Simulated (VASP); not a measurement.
Band structure of RuN (relaxed from the zinc blende structure, space group F-43m). These are PBEsol GGA, VASP's PBE PAW potentials (set 64) (plane waves; VASP) values and carry that method's errors.

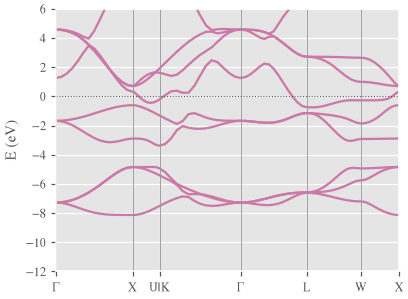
*Bands along high-symmetry lines, zero at the valence-band maximum or, without a gap, the Fermi level*

Task: Read the plot: is there a gap, and where are the band edges?

Result: It has no gap at this level: it comes out as a metal or semimetal. (Edges off the drawn lines would not show.)

The structure was generated: RuN was put into the zinc blende type (F-43m), which need not be its known phase. It was relaxed first, which changed the volume by -28 %. The electron count is odd and the run is not spin-polarised, which forces a metal.
